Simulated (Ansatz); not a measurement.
The figure comes from a scan of SiO₂ (space group P4_32_12): a phonon pattern at Γ is frozen into a 12-atom cell, Q being the largest atomic displacement. Computed with LDA (plane waves to 420 eV, PAW, scalar-relativistic; Ansatz, an electronic-structure program). k mesh 6×6×4 (Γ-centred), Fermi-Dirac smearing 0.05 eV. Energies are smeared free energies. SiO2 was relaxed with its symmetry unable to fall. ΔE is measured from the undisplaced structure.

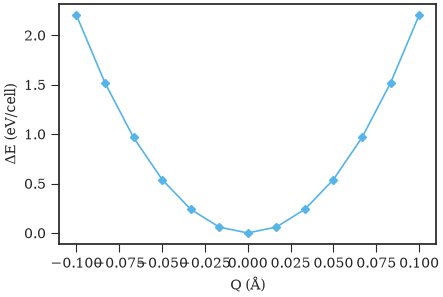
Fig. 1. ΔE (eV/cell) against Q (Å); computed points joined by lines.

Q: List the plotted points as numbers.

A: To the nearest 0.05:

```json
[
 {"Q (Å)": "-0.100", "ΔE (eV/cell)": "2.20"},
 {"Q (Å)": "-0.083", "ΔE (eV/cell)": "1.50"},
 {"Q (Å)": "-0.067", "ΔE (eV/cell)": "0.95"},
 {"Q (Å)": "-0.050", "ΔE (eV/cell)": "0.55"},
 {"Q (Å)": "-0.033", "ΔE (eV/cell)": "0.25"},
 {"Q (Å)": "-0.017", "ΔE (eV/cell)": "0.05"},
 {"Q (Å)": "0.000", "ΔE (eV/cell)": "0.00"},
 {"Q (Å)": "0.017", "ΔE (eV/cell)": "0.05"},
 {"Q (Å)": "0.033", "ΔE (eV/cell)": "0.25"},
 {"Q (Å)": "0.050", "ΔE (eV/cell)": "0.55"},
 {"Q (Å)": "0.067", "ΔE (eV/cell)": "0.95"},
 {"Q (Å)": "0.083", "ΔE (eV/cell)": "1.50"},
 {"Q (Å)": "0.100", "ΔE (eV/cell)": "2.20"}
]
```

(For displaced atoms, the force is minus the slope of the energy, and its curvature is a force constant, which sets phonon frequencies.)
